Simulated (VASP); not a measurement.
```
AlRu
1.0
    2.98327     0.00000     0.00000
    0.00000     2.98327     0.00000
    0.00000     0.00000     2.98327
Al Ru
1 1
Direct
  0.50000   0.50000   0.50000
  0.00000   0.00000   0.00000
```

Method: r2SCAN meta-GGA, VASP's PBE PAW potentials (set 64) (plane waves; VASP 6.6.1). Numerical set-up: 520 eV cut-off, 14×14×14 Γ-centred mesh, tetrahedra with Blöchl corrections, potentials Al Ru_pv.

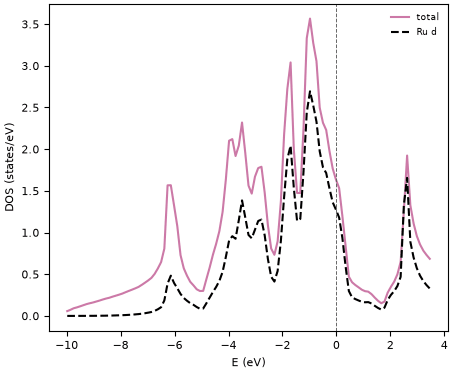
Fig. 1. Total and projected density of states, zero at the Fermi level

Within 2 eV below the Fermi level the largest weight inside VASP's projection spheres is Ru d.

It has no gap at this level: it comes out as a metal or semimetal.

The compound is RuAl in the CsCl type structure. It was relaxed first. The electron count is odd and the run is not spin-polarised, which forces a metal.
